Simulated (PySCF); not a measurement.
# CH10Ge2O2Si: the cost of one run

Programs: PySCF 2.14.0, with routines of our own; each step states its level. All values are computed. Atoms count from 0.

### Step 1. The system as given

16 atoms, charge 0, multiplicity 1; geometry from: GFN2-xTB.

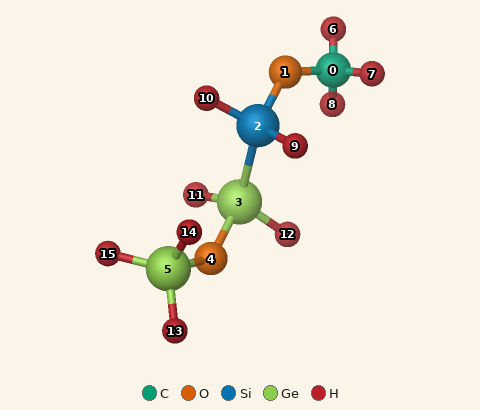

The starting geometry (carbon teal, oxygen orange, silicon blue, germanium green, hydrogen red).

### Step 2. Magnetic properties: GIAO KT3/pcSseg-1

Job settings and geometry (Å):

```
{"job": {"kind": "mag", "xc": "KT3", "basis": "pcSseg-1", "isotopologues": 2}, "charge": 0, "multiplicity": 1}
C      3.211591    -0.288733     0.252919
O      2.264812     0.171819    -0.659915
Si     0.737056     0.635726    -0.407179
Ge    -0.492545    -1.030671     0.712082
O     -2.137141    -0.404557     0.966531
Ge    -3.286402     0.615788     0.181995
H      4.048922    -0.705724    -0.307533
H      3.571705     0.532137     0.877190
H      2.787848    -1.065211     0.898501
H      0.663163     1.883374     0.373407
H      0.328826     0.825628    -1.794732
H     -0.734111    -2.382606     0.036314
H     -0.175787    -1.432738     2.152988
H     -4.339389     0.824735     1.225022
H     -2.624386     1.908278    -0.217838
H     -3.831762    -0.078301    -1.033681
```

With the program's defaults for keys left out, this is: GIAO KT3/pcSseg-1 magnetisability, rotational g tensor and spin-rotation constants, non-relativistic, gas phase.

Run with:

```sh
OMP_NUM_THREADS=1 python excited_run.py task.json out
```

One launch serves the whole session: the jobs run in the order shown.

Q: Estimate the wall time and peak memory of this first job on 1 thread of Arm Neoverse N1, shared host.

About 93 s, with a peak of 0.94 GiB.
